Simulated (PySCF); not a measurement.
SMILES c1(C(C)=O)ccccc1C=O, GFN2-xTB optimised geometry. Atoms within 1.6 Å of the plane z = 0.0 Å (x, y, z in Å): C1 (-1.92, -2.12, -1.29), C2 (-1.49, -1.60, 0.06), O3 (-1.80, -2.10, 1.11), C4 (-0.71, -0.32, 0.00), C5 (-1.39, 0.89, 0.00), C6 (-0.69, 2.09, -0.01), C7 (0.70, 2.09, -0.01), C8 (1.38, 0.89, 0.00), C9 (0.69, -0.32, 0.00), C10 (1.41, -1.59, -0.02), O11 (0.89, -2.67, -0.18), H12 (-2.50, -3.02, -1.17), H15 (-2.47, 0.90, 0.01), H16 (-1.23, 3.02, -0.02), H17 (1.24, 3.02, -0.01), H18 (2.46, 0.88, 0.00), H19 (2.50, -1.50, 0.11).

Computed with PBE0/def2-SVP run with PySCF. Cells within 0.4 Å of a nucleus heavier than hydrogen are left out (blank, or x).

Map of the HOMO−1 amplitude (bohr^(-3/2)), clipped to [-0.25, 0.25] on the plane z = 0.0 Å; orbital energy -7.71 eV, overall sign arbitrary:

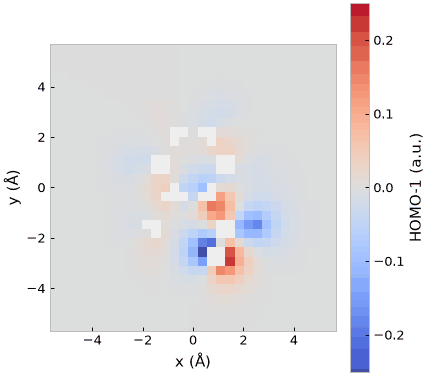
Figure. HOMO−1 amplitude (bohr^(-3/2)), clipped to [-0.25, 0.25] on the plane z = 0.0 Å.
